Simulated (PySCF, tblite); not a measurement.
# C4H11B2P: geometry, infrared bands and NMR shifts

Wanted: the infrared bands and NMR shifts of C4H11B2P (`BPBC(=C)CC`), by calculation.

Computed with tblite 0.8.0 and PySCF 2.14.0, with density-fitted response routines of our own, on a single molecule in the gas phase. Atoms count from 0, in the outputs and in this text.

### 1 The starting structure

18 atoms, charge 0, multiplicity 1; geometry from: force field or distance geometry start.

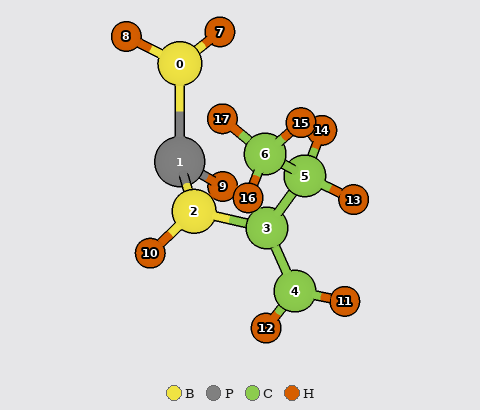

As it starts; boron yellow, phosphorus grey, carbon green, hydrogen orange, atoms numbered; sticks join atoms by distance.

### 2 Relaxing the molecule with GFN2-xTB

Job settings and geometry (Å):

```
{"job": {"kind": "relax", "xc": "GFN2-xTB", "basis": "xTB"}, "charge": 0, "multiplicity": 1}
B      3.006100     1.008100    -0.266000
P      2.290500    -0.743900    -0.513300
B      0.437600    -0.806400    -0.932400
C     -0.703500    -0.779400     0.136400
C     -1.251700    -1.961100     0.528200
C     -1.150900     0.495000     0.725500
C     -1.687700     1.446200    -0.326100
H      3.539600     1.243900     0.767700
H      3.455300     1.546300    -1.213100
H      2.666800    -1.677700     0.543200
H      0.150900    -1.398700    -1.945400
H     -2.025000    -1.922300     1.262400
H     -0.903900    -2.875800     0.080500
H     -1.994700     0.282400     1.415500
H     -0.367500     0.977300     1.373900
H     -2.173400     2.291500     0.214600
H     -2.447800     0.986300    -0.966800
H     -0.849200     1.894500    -0.896300
```

On the command line:

```bash
$ OMP_NUM_THREADS=1 python probes_run.py task.json out
```

This one command runs all jobs of the session in turn.

**Question.** This job is followed by: GFN2-xTB harmonic vibrations, gas phase; GIAO PBE0/pcSseg-1 NMR shielding, non-relativistic, gas phase. What will the session give for the following? strongest single infrared mode (GFN2-xTB); zero-point energy (GFN2-xTB); 13C shifts against TMS (PBE0/pcSseg-1); 1H shifts against TMS (PBE0/pcSseg-1, means over atoms taken as alike); 11B shifts against BF3·OEt2 (PBE0/pcSseg-1); 31P shifts against H3PO4 (PBE0/pcSseg-1); surface potential, least and greatest.

The runs gave:

```
                                                              quantity                                         value
                             strongest single infrared mode (GFN2-xTB)                         2624 cm⁻¹, 141 km/mol
                                          zero-point energy (GFN2-xTB)                                 88.0 kcal/mol
                                13C shifts against TMS (PBE0/pcSseg-1)                  165.2, 150.0, 36.3, 19.9 ppm
1H shifts against TMS (PBE0/pcSseg-1, means over atoms taken as alike)  7.60, 7.08, 6.57, 6.23, 5.51, 2.45, 1.16 ppm
                           11B shifts against BF3·OEt2 (PBE0/pcSseg-1)                                65.6, 60.3 ppm
                              31P shifts against H3PO4 (PBE0/pcSseg-1)                                     -12.9 ppm
                                 surface potential, least and greatest                            -0.39 V and 0.87 V
```

Over 182 steps the energy fell by 1.597 eV; of the close pairs, B0–P1 changed most, 1.909 to 1.794 Å. All 48 modes are real, so the xTB geometry is a minimum. The strongest single mode, at 2624 cm⁻¹, moves mainly H8 and H7. GFN2-xTB is a fitted tight-binding method: band positions and strengths are rough. Its intensities can rank the bands wrongly. At PBE0/pcSseg-1: Shielding is most anisotropic at P1 (span 322 ppm, paramagnetic term -642 ppm). At PBE0/pcSseg-1, counted by nearest atom on the grid, the HOMO lies on P1 44 %; C4 13 %, the LUMO on B0, B2 about 27 % each; C4 13 %.
